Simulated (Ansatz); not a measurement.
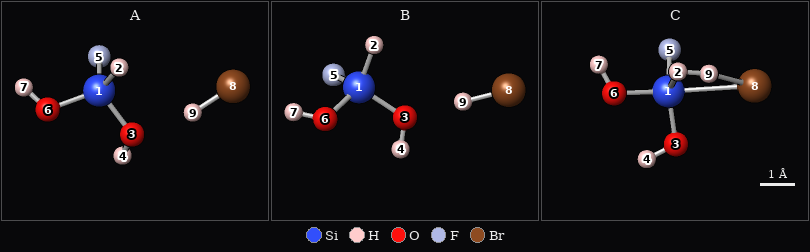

3 geometries from a converged minimum-energy path of SiH$_{4}$O$_{2}$BrF, shuffled. Style: ball-and-stick. Shown face on.

The calculation used RKS PBE/def2-SVP (Ansatz 0.2.0). Run with 5 movable images; climbing image; force threshold 0.05 eV/Å; iteration limit 60; starting path through a guess of the saddle point.

Q: Which frame is the transition state?

A: C. In order along the path, whose images run from 0 to 6: B (image 0, 0.00 eV), A (image 1, +0.04 eV), C (image 3, +1.55 eV). Breaking: Br8–H9 (1.46 → 1.80 at the top → 5.19 Å), Si1–H2 (1.48 → 1.70 at the top → 3.82 Å). Forming: H2–H9 (3.19 → 0.97 at the top → 0.77 Å), Si1–Br8 (4.51 → 2.59 at the top → 2.21 Å).
